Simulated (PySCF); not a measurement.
**PdS(OH)2: quintet, from a trigonal planar start**

Where does quintet PdS(OH)2 go from a trigonal planar start, is the end point a minimum, and what are its modes, charges and moments?

Method: PBE, basis Pd def2-SVP with ECP28, S def2-SVP, O def2-SVP, H def2-SVP, scalar-relativistic core potentials, no spin–orbit coupling, density fitting; program: PySCF 2.14.0.

## Step 1: The starting structure

6 atoms, charge 0, spin multiplicity 5.

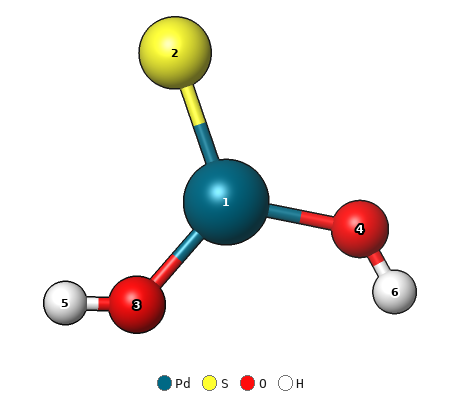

As it starts; palladium blue, sulfur yellow, oxygen red, hydrogen white; atoms are numbered from 1 in the order of the file.

Coordinates in bohr (charge 0 multiplicity 5):
```
Pd    0.1893    0.3442    0.0000
S    -1.8043   -3.1089    0.0000
O     3.6475    0.3442    0.0000
O    -1.5398    3.3391    0.0000
H     4.8137   -1.0455    0.0000
H    -0.9194    5.0438    0.0000
```

## Step 2: Trigonal planar start, quintet: relaxation

The steps below are one call of a driver around PySCF. For each, scf.py gives the equivalent set-up of the SCF; relaxations use the driver's own optimiser. Before each start the driver seeks the lowest SCF state from one or more starting densities and follows internal instabilities, so scf.py alone need not reach the same state.

The program finds Cs symmetry in the start, which this walk keeps. The walk stops when the largest gradient is under 0.0003 Eh/bohr and the energy has settled too.

File scf.py:

```python
from pyscf import gto, scf, dft
mol = gto.M(atom='''
Pd     0.100187     0.182153     0.000000
S     -0.954813    -1.645147     0.000000
O      1.930187     0.182153     0.000000
O     -0.814813     1.766953     0.000000
H      2.547287    -0.553247     0.000000
H     -0.486513     2.669053     0.000000''',
    basis={'Pd': 'def2-SVP', 'S': 'def2-SVP', 'O': 'def2-SVP', 'H': 'def2-SVP'},
    ecp={'Pd': 'def2-SVP'},
    charge=0, spin=4)
mf = dft.UKS(mol, xc='PBE')
mf.grids.atom_grid = (50, 194)
aux = {'Pd': 'def2-universal-JKFIT', 'S': 'def2-universal-JKFIT', 'O': 'def2-universal-JKFIT', 'H': 'def2-universal-JKFIT'}
mf = mf.density_fit(auxbasis=aux)
mf.kernel()
```

The optimiser's trace:

| step | energy (Eh) | change (kJ/mol) | largest symmetric gradient (Eh/bohr) |
| --- | --- | --- | --- |
| 0 | -677.072497 | 0.00 | 0.05762 |
| 1 | -677.092503 | -52.53 | 0.02078 |
| 2 | -677.095792 | -61.16 | 0.00937 |
| 3 | -677.097110 | -64.62 | 0.00580 |
| 4 | -677.097887 | -66.66 | 0.00668 |
| 5 | -677.098735 | -68.89 | 0.00760 |
| 6 | -677.099447 | -70.76 | 0.00871 |
| 7 | -677.099902 | -71.95 | 0.00608 |
| 8 | -677.100137 | -72.57 | 0.00423 |
| 9 | -677.100382 | -73.21 | 0.00266 |
| 10 | -677.100533 | -73.61 | 0.00424 |
| 11 | -677.100582 | -73.74 | 0.00399 |
| 12 | -677.100616 | -73.83 | 0.00121 |
| 13 | -677.100620 | -73.84 | 0.00056 |
| 14 | -677.100622 | -73.84 | 0.00040 |
| 15 | -677.100623 | -73.85 | 0.00034 |
| 16 | -677.100624 | -73.85 | 0.00022 |

The walk ran for 34 s (4 threads, shared host).

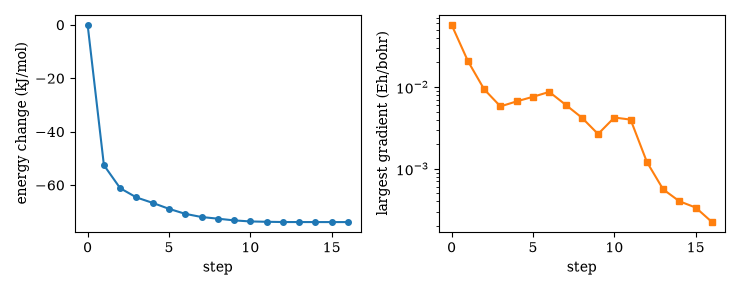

How energy and gradient fall.

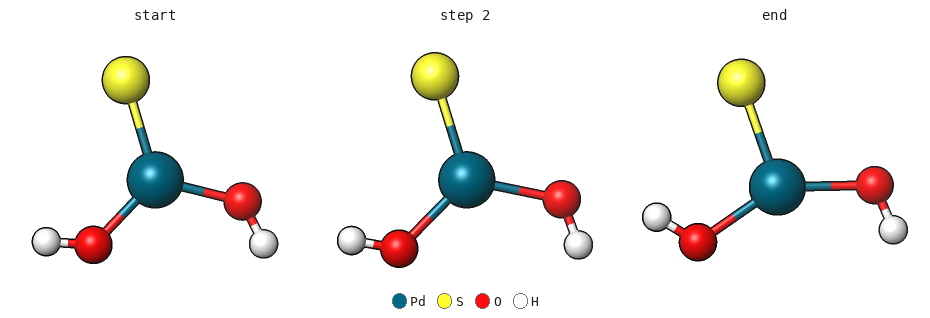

Start and end of the relaxation, with a step between.

End point (Cs, 16 steps, 73.8 kJ/mol gained): O–H 0.981 Å (×2), Pd–O 1.974 Å, Pd–O 1.981 Å, Pd–S 2.237 Å; H–O–Pd 111.3°, H–O–Pd 114.2°, O–Pd–O 146.5°, O–Pd–S 105.7°, O–Pd–S 107.8°.

## Step 3: Is it a minimum? Harmonic modes

On the finer grid the gradient is checked again; gradients at displacements of ±0.01 bohr then give force constants and infrared intensities.

scf.py: that of step 2 with these lines changed.

```diff
@@ -3,6 +3,6 @@
-Pd     0.100187     0.182153     0.000000
-S     -0.954813    -1.645147     0.000000
-O      1.930187     0.182153     0.000000
-O     -0.814813     1.766953     0.000000
-H      2.547287    -0.553247     0.000000
-H     -0.486513     2.669053     0.000000''',
+Pd     0.142840     0.276966     0.000000
+S     -0.893297    -1.708953     0.000000
+O      2.073805    -0.128934     0.000000
+O     -1.267771     1.668103     0.000000
+H      2.280539    -1.086699     0.000000
+H     -0.878567     2.569208     0.000000''',
@@ -13 +13 @@
-mf.grids.atom_grid = (50, 194)
+mf.grids.atom_grid = (75, 302)
```

This SCF starts from the last density.

Log of the central SCF (cycles and frontier levels):

```text
init E= -677.100652559337
[... the frontier-level lines of each cycle are left out ...]
cycle= 1 E= -677.100652556498  delta_E= 2.84e-09  |g|= 7.49e-05  |ddm|= 7.99e-05
cycle= 2 E= -677.100652417473  delta_E= 1.39e-07  |g|= 0.000524  |ddm|= 0.000555
cycle= 3 E= -677.100652559385  delta_E= -1.42e-07  |g|= 4.11e-06  |ddm|= 0.000486
cycle= 4 E= -677.100652559387  delta_E= -1.71e-12  |g|= 5.43e-06  |ddm|= 1.06e-05
Extra cycle  E= -677.1006525585  delta_E= 8.87e-10  |g|= 3.89e-05  |ddm|= 4.8e-05
converged SCF energy = -677.1006525585  <S^2> = 6.008095  2S+1 = 5.0032369
```

The whole step took 1.7 min.

Geometry: Cs; O–H 0.981 Å (×2), Pd–O 1.973 Å, Pd–O 1.981 Å, Pd–S 2.240 Å; H–O–Pd 111.2°, H–O–Pd 114.1°, O–Pd–O 147.3°, O–Pd–S 105.7°, O–Pd–S 107.0°.

Harmonic modes (main isotopes):

```tsv
symmetry	ω (cm⁻¹)	IR (km/mol)
a'	99	0.3
a''	108	1.4
a'	122	6.2
a''	297	0.1
a'	348	0.0
a''	437	174
a'	492	5.2
a'	553	39.4
a'	666	30.0
a'	684	165
a'	3648	134
a'	3673	123
```

No imaginary mode, so this is a minimum.

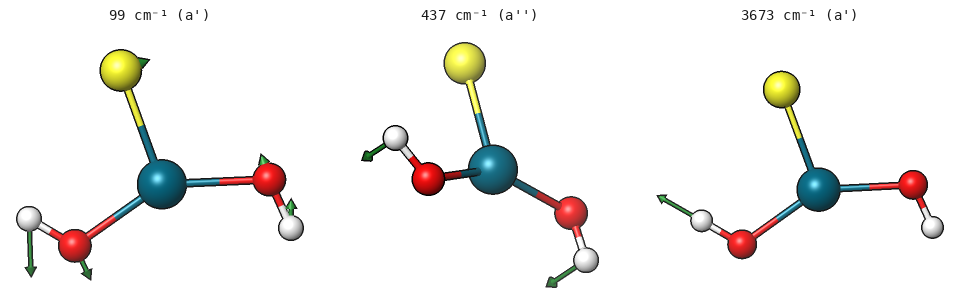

How the atoms move in 3 of the modes.

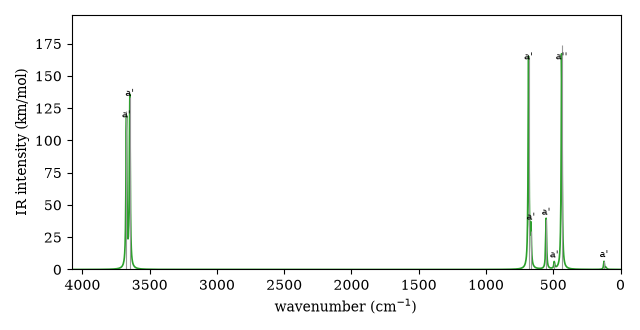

The harmonic infrared spectrum (widths in cm⁻¹). Lines are broadened to a width of 8 cm⁻¹ (Lorentzian).

Properties at this point:

- Dipole moment: 1.07 D
- Highest occupied level: -5.29 eV
- Lowest empty level: -5.39 eV
- Rotational constants: 0.1352, 0.107, 0.05972 cm⁻¹
- Zero-point energy: 66.6 kJ/mol
- Principal polarisabilities: 33.7, 76.0, 89.8 bohr³
- Atomisation energy without zero-point energy: 1643 kJ/mol
- Principal traceless quadrupole moments about the centre of mass: -7.84, -1.98, 9.82 D Å
- Entropy at 298.15 K and 1 bar (electronic part: spin only): 363.0 J/(mol K)
- Heat capacity Cp at 298.15 K: 94.5 J/(mol K)
- Enthalpy at 298.15 K above 0 K: 20.09 kJ/mol
- Rotational symmetry number: 1
- Spin squared ⟨S²⟩: 6.008

Charges (e) and bond orders:

```
atom  Mulliken  Löwdin  polar tensor  spin (Mulliken)  Mayer order to Pd1
 Pd1      0.26   -0.32          0.25             1.26                   –
  S2     -0.03    0.29         -0.01             1.70                1.39
  O3     -0.32   -0.08         -0.38             0.54                1.01
  O4     -0.32   -0.08         -0.42             0.50                0.97
  H5      0.21    0.10          0.26             0.00                0.02
  H6      0.20    0.10          0.29             0.00                0.02
```

Outer orbital energies (eV). α occupied: -8.79, -8.13, -7.85, -7.20, -6.83, -6.69, -6.26, -5.29; empty: -1.16, 0.10, 0.14, 1.05. β occupied: -9.18, -8.79, -8.52, -8.05, -8.04, -6.98, -6.92, -6.55; empty: -5.39, -5.23, -5.01, -4.12.

Mulliken populations on Pd1 (outside its core potential): s 2.60, p 6.47, d 8.67, f 0.00.

## Step 4: Outcome

| quantity | value |
| --- | --- |
| minimum | quintet, Cs |
| geometry | O–H 0.981 Å (×2), Pd–O 1.973 Å, Pd–O 1.981 Å, Pd–S 2.240 Å; H–O–Pd 111.2°, H–O–Pd 114.1°, O–Pd–O 147.3°, O–Pd–S 105.7°, O–Pd–S 107.0° |
| wavenumbers (cm⁻¹) | 99 (a'), 108 (a''), 122 (a'), 297 (a''), 348 (a'), 437 (a''), 492 (a'), 553 (a'), 666 (a'), 684 (a'), 3648 (a'), 3673 (a') |
| dipole moment | 1.07 D |
| highest occupied, lowest empty level (either spin) | -5.29, -5.39 eV |
| polar-tensor charge of Pd1 | +0.25 e |
| zero-point energy | 66.6 kJ/mol |
| entropy at 298.15 K | 363.0 J/(mol K) |
| atomisation energy (no zero-point energy) | 1643 kJ/mol |
| ⟨S²⟩ | 6.008 |

The trigonal planar start keeps its Cs symmetry and ends in a minimum. An empty level of one spin lies below a filled level of the other, which hints that a lower spin is more stable. The strongest infrared band lies at 437 cm⁻¹ (a''). Only this shape and spin were tried, so other structures or states may lie lower. One determinant may miss the lowest occupation of an open d or f shell.

The search up to here took 2.6 min.
